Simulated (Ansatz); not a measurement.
**GeH3ClF: geometry relaxation (part 2 of 2)**

The same run, continued: GeH3ClF, multiplicity 2; UKS r2SCAN/def2-SVP (Ansatz 0.2.0). It belongs to a series of runs on one base structure; here: end point A relaxed.

Geometry of the input (Å):
```
Ge 0.0274  -0.0469  -0.0602
H  -0.0194  0.0338  1.4850
H  1.4682  0.0258  -0.5743
F  -0.7915  1.3716  -0.6447
H  -0.7559  -1.2582  -0.5746
Cl 0.0115  -0.0200  4.0470
```

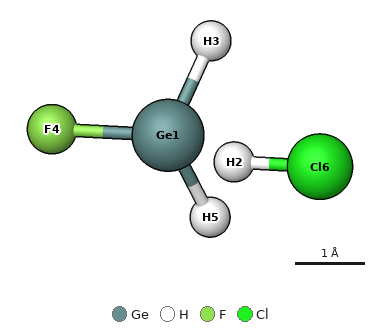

Fig. 1: The geometry at step 21 of the log (ball-and-stick view, seen at a tilt; atoms are numbered from 1 in the order of the input).

**Trajectory as extended XYZ, continued**
```
6
Properties=species:S:1:pos:R:3:forces:R:3 step=6 energy=-71790.37010
Ge    0.0233   -0.0398    0.0368    0.0093  -0.0159  -0.3973
H    -0.0560    0.0971    1.5948   -0.0188   0.0324   0.8280
H     1.4790    0.0267   -0.4327    0.0107   0.0018   0.0273
F    -0.7860    1.3621   -0.6006    0.0145  -0.0252   0.0176
H    -0.7621   -1.2672   -0.4330   -0.0069  -0.0084   0.0273
Cl    0.0420   -0.0727    3.5128   -0.0088   0.0153  -0.5030
6
Properties=species:S:1:pos:R:3:forces:R:3 step=7 energy=-71790.46703
Ge    0.0209   -0.0358    0.0584    0.0217  -0.0374  -0.5715
H    -0.0715    0.1239    1.6335   -0.0232   0.0401   1.0092
H     1.4829    0.0277   -0.3929    0.0184  -0.0027   0.0199
F    -0.7834    1.3574   -0.6027    0.0044  -0.0076  -0.0048
H    -0.7649   -1.2700   -0.3932   -0.0069  -0.0173   0.0199
Cl    0.0562   -0.0973    3.3752   -0.0144   0.0250  -0.4726
6
Properties=species:S:1:pos:R:3:forces:R:3 step=8 energy=-71790.64044
Ge    0.0204   -0.0347    0.0637    0.0080  -0.0138  -0.6568
H    -0.0885    0.1534    1.7736   -0.0456   0.0789   0.5332
H     1.4911    0.0275   -0.3645    0.0560  -0.0239  -0.0537
F    -0.7810    1.3534   -0.6110   -0.0476   0.0825  -0.1544
H    -0.7688   -1.2773   -0.3648   -0.0073  -0.0604  -0.0537
Cl    0.0671   -0.1161    3.1812    0.0365  -0.0633   0.3854
6
Properties=species:S:1:pos:R:3:forces:R:3 step=9 energy=-71790.76608
Ge    0.0165   -0.0281   -0.0241    0.0084  -0.0145   0.1355
H    -0.1036    0.1794    1.9678    0.0309  -0.0535   0.2433
H     1.5047    0.0277   -0.4214   -0.0584  -0.0217  -0.0985
F    -0.7838    1.3583   -0.7063   -0.0212   0.0368  -0.1900
H    -0.7758   -1.2889   -0.4217    0.0479   0.0397  -0.0985
Cl    0.0823   -0.1424    3.2838   -0.0077   0.0132   0.0083
6
Properties=species:S:1:pos:R:3:forces:R:3 step=11 energy=-71790.81257
Ge   -0.0237    0.0416   -0.0680   -0.1483   0.2566  -0.3134
H    -0.0852    0.1477    2.2048    0.0197  -0.0342   0.3407
H     1.4625    0.0414   -0.4674    0.1014   0.0265   0.0389
F    -0.7706    1.3355   -0.9955    0.1360  -0.2356   0.2343
H    -0.7665   -1.2456   -0.4677   -0.0736  -0.0744   0.0389
Cl    0.1238   -0.2144    3.4720   -0.0352   0.0610  -0.3394
6
Properties=species:S:1:pos:R:3:forces:R:3 step=12 energy=-71790.82350
Ge   -0.0225    0.0395   -0.1292   -0.0615   0.1067   0.2097
H    -0.1385    0.2399    2.3091    0.0208  -0.0360   0.0679
H     1.4842    0.0525   -0.4610   -0.0171  -0.0342  -0.0711
F    -0.7655    1.3266   -1.0482    0.0367  -0.0635  -0.0382
H    -0.7870   -1.2588   -0.4613    0.0381  -0.0023  -0.0711
Cl    0.1696   -0.2937    3.4687   -0.0169   0.0293  -0.0971
6
Properties=species:S:1:pos:R:3:forces:R:3 step=13 energy=-71790.82680
Ge   -0.0259    0.0454   -0.1118   -0.0699   0.1210   0.0143
H    -0.1284    0.2224    2.2969   -0.0109   0.0189  -0.0072
H     1.4773    0.0500   -0.4632   -0.0056  -0.0157  -0.0216
F    -0.7647    1.3252   -1.0504    0.0599  -0.1038   0.0448
H    -0.7813   -1.2541   -0.4636    0.0163  -0.0030  -0.0216
Cl    0.1633   -0.2829    3.4704    0.0101  -0.0175  -0.0086
6
Properties=species:S:1:pos:R:3:forces:R:3 step=14 energy=-71790.82934
Ge   -0.0345    0.0603   -0.1018   -0.0216   0.0374   0.0072
H    -0.1379    0.2390    2.3011   -0.0037   0.0064   0.0125
H     1.4710    0.0533   -0.4450   -0.0011  -0.0060  -0.0016
F    -0.7600    1.3170   -1.0756    0.0165  -0.0287   0.0065
H    -0.7811   -1.2470   -0.4453    0.0057  -0.0021  -0.0016
Cl    0.1828   -0.3165    3.4448    0.0040  -0.0070  -0.0230
6
Properties=species:S:1:pos:R:3:forces:R:3 step=15 energy=-71790.79761 accepted=F
Ge   -0.0650    0.1131   -0.1081   -0.0918   0.1590  -0.2593
H    -0.2001    0.3467    2.4306    0.4487  -0.7772   0.8334
H     1.4554    0.0674   -0.3992   -0.0474   0.0258   0.0466
F    -0.7412    1.2845   -1.2365    0.1314  -0.2276   0.2357
H    -0.7855   -1.2265   -0.3995    0.0014   0.0540   0.0466
Cl    0.2766   -0.4791    3.3908   -0.4422   0.7661  -0.9031
6
Properties=species:S:1:pos:R:3:forces:R:3 step=16 energy=-71790.83238
Ge   -0.0548    0.0954   -0.1054    0.0119  -0.0206   0.0032
H    -0.1545    0.2677    2.3524    0.0069  -0.0119   0.0368
H     1.4605    0.0672   -0.4102   -0.0165   0.0031   0.0096
F    -0.7490    1.2981   -1.1652    0.0003  -0.0005  -0.0043
H    -0.7878   -1.2309   -0.4105    0.0055   0.0158   0.0096
Cl    0.2260   -0.3914    3.4170   -0.0081   0.0140  -0.0550
6
Properties=species:S:1:pos:R:3:forces:R:3 step=17 energy=-71790.83210 accepted=F
Ge   -0.0654    0.1138   -0.0960   -0.0170   0.0294  -0.0642
H    -0.1819    0.3152    2.3821    0.1243  -0.2154   0.2473
H     1.4555    0.0737   -0.3755   -0.0307   0.0082   0.0169
F    -0.7404    1.2832   -1.2108    0.0337  -0.0584   0.0456
H    -0.7910   -1.2234   -0.3758    0.0082   0.0307   0.0170
Cl    0.2635   -0.4564    3.3541   -0.1186   0.2055  -0.2626
6
Properties=species:S:1:pos:R:3:forces:R:3 step=18 energy=-71790.83369
Ge   -0.0594    0.1035   -0.0955    0.0097  -0.0168  -0.0069
H    -0.1640    0.2841    2.3501    0.0099  -0.0171   0.0315
H     1.4580    0.0713   -0.3880   -0.0159   0.0015   0.0114
F    -0.7445    1.2903   -1.1793   -0.0023   0.0040  -0.0104
H    -0.7902   -1.2268   -0.3883    0.0067   0.0145   0.0114
Cl    0.2403   -0.4163    3.3792   -0.0079   0.0138  -0.0370
6
Properties=species:S:1:pos:R:3:forces:R:3 step=19 energy=-71790.83467
Ge   -0.0703    0.1222   -0.0922    0.0001  -0.0002  -0.0303
H    -0.1688    0.2925    2.3595    0.0356  -0.0617   0.0905
H     1.4518    0.0809   -0.3585   -0.0160   0.0053   0.0092
F    -0.7372    1.2776   -1.2227    0.0123  -0.0213   0.0178
H    -0.7954   -1.2166   -0.3588    0.0034   0.0165   0.0092
Cl    0.2602   -0.4506    3.3509   -0.0355   0.0614  -0.0965
6
Properties=species:S:1:pos:R:3:forces:R:3 step=20 energy=-71790.83541
Ge   -0.0796    0.1384   -0.0881   -0.0192   0.0332  -0.0580
H    -0.1793    0.3107    2.3759    0.0521  -0.0903   0.1093
H     1.4468    0.0900   -0.3271   -0.0184   0.0050   0.0034
F    -0.7283    1.2623   -1.2636    0.0312  -0.0541   0.0474
H    -0.8008   -1.2077   -0.3274    0.0049   0.0184   0.0034
Cl    0.2815   -0.4875    3.3085   -0.0506   0.0877  -0.1055
6
Properties=species:S:1:pos:R:3:forces:R:3 step=21 energy=-71790.83628
Ge   -0.0842    0.1464   -0.0924   -0.0246   0.0426  -0.0770
H    -0.1806    0.3130    2.3994   -0.0199   0.0345  -0.0186
H     1.4435    0.0940   -0.3215   -0.0119   0.0055   0.0029
F    -0.7238    1.2545   -1.2889    0.0354  -0.0613   0.0591
H    -0.8025   -1.2028   -0.3217    0.0012   0.0130   0.0029
Cl    0.2881   -0.4990    3.3034    0.0198  -0.0343   0.0308
6
Properties=species:S:1:pos:R:3:forces:R:3 step=22 energy=-71790.83814
Ge   -0.0943    0.1640   -0.1171   -0.0511   0.0885  -0.0632
H    -0.1961    0.3397    2.4922    0.0393  -0.0680   0.0812
H     1.4364    0.1060   -0.3165    0.0078  -0.0027  -0.0071
F    -0.7112    1.2326   -1.3632    0.0469  -0.0812   0.0806
H    -0.8094   -1.1907   -0.3168   -0.0016  -0.0081  -0.0071
Cl    0.3149   -0.5455    3.2996   -0.0413   0.0715  -0.0843
6
Properties=species:S:1:pos:R:3:forces:R:3 step=23 energy=-71790.82263 accepted=F
Ge   -0.1071    0.1861   -0.1478   -0.0350   0.0605  -0.1335
H    -0.2378    0.4119    2.6665    0.4763  -0.8250   0.4753
H     1.4327    0.1155   -0.3162   -0.0682   0.0010   0.0048
F    -0.6915    1.1985   -1.4613    0.0711  -0.1232   0.1414
H    -0.8158   -1.1827   -0.3164    0.0332   0.0597   0.0049
Cl    0.3598   -0.6231    3.2533   -0.4774   0.8270  -0.4930
6
Properties=species:S:1:pos:R:3:forces:R:3 step=24 energy=-71790.84142
Ge   -0.0993    0.1726   -0.1311    0.0052  -0.0091   0.0083
H    -0.2157    0.3737    2.5805    0.0071  -0.0123   0.0317
H     1.4346    0.1076   -0.3212   -0.0161  -0.0014   0.0008
F    -0.7020    1.2166   -1.3995    0.0012  -0.0021  -0.0166
H    -0.8099   -1.1884   -0.3215    0.0093   0.0133   0.0008
Cl    0.3326   -0.5760    3.2710   -0.0067   0.0116  -0.0250
6
Properties=species:S:1:pos:R:3:forces:R:3 step=25 energy=-71790.84321
Ge   -0.1107    0.1924   -0.1600   -0.0695   0.1205  -0.0870
H    -0.2200    0.3811    2.6761    0.0412  -0.0714   0.0779
H     1.4230    0.1191   -0.3209    0.0404   0.0021  -0.0077
F    -0.6898    1.1956   -1.4807    0.0575  -0.0997   0.1177
H    -0.8140   -1.1725   -0.3212   -0.0220  -0.0340  -0.0077
Cl    0.3519   -0.6096    3.2850   -0.0476   0.0825  -0.0932
6
Properties=species:S:1:pos:R:3:forces:R:3 step=26 energy=-71790.83630 accepted=F
Ge   -0.1146    0.1990   -0.1768    0.0054  -0.0094  -0.0030
H    -0.2528    0.4379    2.8092    0.4339  -0.7515   0.3056
H     1.4258    0.1202   -0.3255   -0.0378   0.0008   0.0003
F    -0.6775    1.1743   -1.5207    0.0169  -0.0293   0.0150
H    -0.8164   -1.1744   -0.3257    0.0183   0.0332   0.0003
Cl    0.3758   -0.6509    3.2177   -0.4366   0.7563  -0.3182
6
Properties=species:S:1:pos:R:3:forces:R:3 step=28 energy=-71790.85246
Ge   -0.1215    0.2111   -0.1675   -0.0310   0.0537  -0.0589
H    -0.2419    0.4190    2.8004    0.0370  -0.0642   0.0621
H     1.4171    0.1298   -0.2987    0.0112  -0.0003  -0.0011
F    -0.6686    1.1588   -1.5400    0.0286  -0.0496   0.0546
H    -0.8204   -1.1621   -0.2989   -0.0053  -0.0098  -0.0011
Cl    0.3756   -0.6505    3.1828   -0.0405   0.0702  -0.0557
6
Properties=species:S:1:pos:R:3:forces:R:3 step=29 energy=-71790.85735
Ge   -0.1257    0.2184   -0.1824   -0.0311   0.0539  -0.0408
H    -0.2544    0.4405    2.9083    0.1513  -0.2620   0.0883
H     1.4140    0.1329   -0.2989    0.0159  -0.0013  -0.0030
F    -0.6577    1.1400   -1.5789    0.0242  -0.0419   0.0385
H    -0.8215   -1.1578   -0.2991   -0.0068  -0.0144  -0.0030
Cl    0.3856   -0.6679    3.1293   -0.1534   0.2657  -0.0799
6
Properties=species:S:1:pos:R:3:forces:R:3 step=30 energy=-71790.86763
Ge   -0.1379    0.2395   -0.2048    0.0045  -0.0078  -0.0546
H    -0.2559    0.4433    3.0770    0.0578  -0.1001   0.0268
H     1.4048    0.1424   -0.2959   -0.0006   0.0108   0.0144
F    -0.6352    1.1010   -1.6516    0.0056  -0.0097   0.0154
H    -0.8252   -1.1451   -0.2961   -0.0090   0.0059   0.0144
Cl    0.3897   -0.6749    3.0495   -0.0583   0.1009  -0.0163
6
Properties=species:S:1:pos:R:3:forces:R:3 step=31 energy=-71790.86864
Ge   -0.1367    0.2374   -0.2477   -0.0140   0.0242   0.2575
H    -0.2515    0.4355    3.1896   -0.0291   0.0504   0.0173
H     1.4080    0.1549   -0.2978   -0.0069  -0.0325  -0.0496
F    -0.6282    1.0889   -1.6946   -0.0135   0.0234  -0.1560
H    -0.8375   -1.1416   -0.2981    0.0316  -0.0103  -0.0496
Cl    0.3863   -0.6690    3.0268    0.0319  -0.0552  -0.0195
6
Properties=species:S:1:pos:R:3:forces:R:3 step=32 energy=-71790.87387
Ge   -0.1578    0.2739   -0.2576    0.0069  -0.0119  -0.0302
H    -0.2374    0.4112    3.2853    0.0059  -0.0102   0.0039
H     1.3877    0.1716   -0.2863   -0.0073   0.0125   0.0067
F    -0.6006    1.0411   -1.7746    0.0086  -0.0148   0.0267
H    -0.8419   -1.1157   -0.2865   -0.0072   0.0126   0.0067
Cl    0.3903   -0.6760    2.9979   -0.0068   0.0118  -0.0137
6
Properties=species:S:1:pos:R:3:forces:R:3 step=33 energy=-71790.86842 accepted=F
Ge   -0.1647    0.2858   -0.2462    0.0032  -0.0055  -0.1281
H    -0.2289    0.3964    3.3507    0.2236  -0.3872  -0.1797
H     1.3812    0.1804   -0.2581   -0.0103   0.0163   0.0195
F    -0.5810    1.0072   -1.7958    0.0072  -0.0124   0.0561
H    -0.8462   -1.1057   -0.2583   -0.0090   0.0170   0.0195
Cl    0.3799   -0.6580    2.8859   -0.2147   0.3718   0.2127
6
Properties=species:S:1:pos:R:3:forces:R:3 step=34 energy=-71790.87441
Ge   -0.1604    0.2784   -0.2651    0.0008  -0.0014   0.0030
H    -0.2325    0.4027    3.3172   -0.0056   0.0097   0.0044
H     1.3851    0.1795   -0.2807   -0.0036   0.0027   0.0022
F    -0.5931    1.0281   -1.7927    0.0030  -0.0052   0.0007
H    -0.8474   -1.1095   -0.2809   -0.0005   0.0044   0.0022
Cl    0.3886   -0.6731    2.9804    0.0059  -0.0102  -0.0124
6
Properties=species:S:1:pos:R:3:forces:R:3 step=35 energy=-71790.87469
Ge   -0.1683    0.2921   -0.2689   -0.0018   0.0031  -0.0231
H    -0.2241    0.3880    3.3433    0.0276  -0.0478  -0.0191
H     1.3772    0.1944   -0.2610   -0.0038   0.0011   0.0024
F    -0.5778    1.0017   -1.8228    0.0042  -0.0073   0.0188
H    -0.8564   -1.0952   -0.2612    0.0009   0.0039   0.0024
Cl    0.3897   -0.6749    2.9486   -0.0271   0.0470   0.0186
6
Properties=species:S:1:pos:R:3:forces:R:3 step=36 energy=-71790.87475
Ge   -0.1677    0.2911   -0.2665    0.0067  -0.0117   0.0144
H    -0.2249    0.3894    3.3332    0.0064  -0.0110  -0.0042
H     1.3777    0.1934   -0.2599   -0.0019   0.0011   0.0018
F    -0.5788    1.0034   -1.8169   -0.0054   0.0094  -0.0192
H    -0.8557   -1.0961   -0.2602    0.0000   0.0022   0.0018
Cl    0.3898   -0.6750    2.9485   -0.0058   0.0100   0.0055
```

**Summary**

```json
{"quantity": "outcome", "value": "converged"}
{"quantity": "total energy", "value": "−71790.8748 eV"}
{"quantity": "mean-field energy", "value": "−71790.8748 eV"}
{"quantity": "⟨S²⟩", "value": "0.752"}
{"quantity": "largest force (length of the vector) at the end", "value": "0.022 eV/Å"}
{"quantity": "hardware", "value": "4 threads of Arm Neoverse V1, 24 GiB of memory available, shared host"}
{"quantity": "wall time", "value": "1.7 min (CPU time 6.6 min)"}
{"quantity": "peak memory", "value": "0.25 GiB"}
```
